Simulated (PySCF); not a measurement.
```xyz
9

Ti    0.0011    0.0059   -0.0061
O    -0.0211    0.0057    1.7807
H    -0.2520    0.7185    2.3830
O     1.6888    0.0160   -0.5951
H     2.4974   -0.1630   -0.1065
O    -0.8335    1.4619   -0.6219
H    -1.6952    1.5300   -1.0427
O    -0.8273   -1.4675   -0.5882
H    -0.5313   -2.0956   -1.2535
```

Geometry: PBE0-D3(BJ)/def2-SVP.

Computed with PySCF, DFT single point, gas phase, functional PBE0.

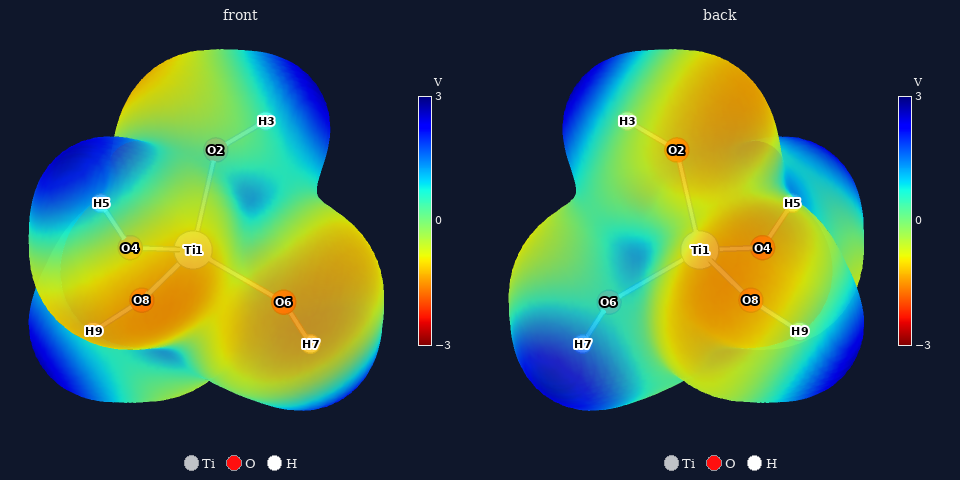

H$_{4}$O$_{4}$Ti (Ti(OH)4). The molecular electrostatic potential painted on the density surface at 0.002 e/bohr³, seen from the front and from behind; the colour scale runs from red (negative) to blue (positive).

### Where is the surface potential most negative and most positive?

The most negative region (about −1.5 V, or −35 kcal/mol for a unit charge) lies over O2, O4, O6 and O8, the most positive (about +2.6 V, or +60 kcal/mol for a unit charge) over H3, H5, H7 and H9.

### What dipole moment does the calculation give?

Its dipole moment is 0.04 D.
